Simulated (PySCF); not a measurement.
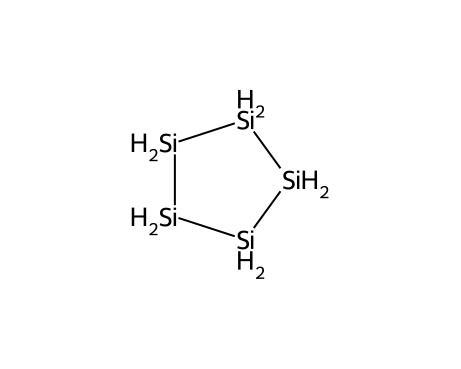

Figure made from data computed with PySCF.

Transcribe the drawing into SMILES.

[SiH2]1[SiH2][SiH2][SiH2][SiH2]1

Give the formula, hydrogens included.

Si5H10.

An optimisation with PBE0-D3(BJ)/def2-SVP gave a structure of which point group?

D5h.
